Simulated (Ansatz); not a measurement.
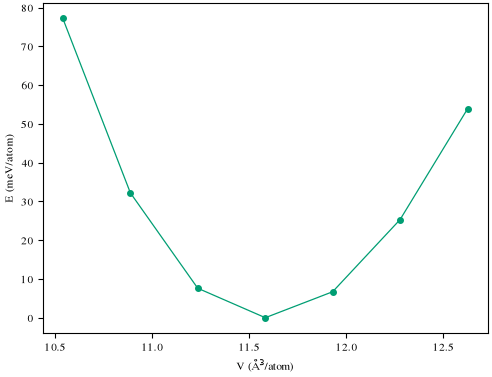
Figure: NaPt$_{3}$O$_{4}$ in space group Pm-3n (No. 223; Na on 2a, Pt on 6c, O on 8e) under volume change, r²SCAN in the plane-wave PAW code Ansatz, scaled uniformly.

Question: What does a third-order Birch–Murnaghan fit give for V₀, B₀ and B′?

Answer: V₀ = 11.58 Å³/atom, B₀ = 219 GPa, B′ = 5.0.

The first step of the workflow began from a Materials Project structure, measured or hypothetical; the Crystallography Open Database files this formula in space group No. 223, but the cells were not matched. Its standing as an ambient phase is unchecked. The r²SCAN relaxation kept the symmetry of its start; whether a distortion lowers the energy is not shown. No spin polarisation was allowed. Spin–orbit coupling is left out wherever it is not named.

Potentials: the earlier of the program's two PAW sets.
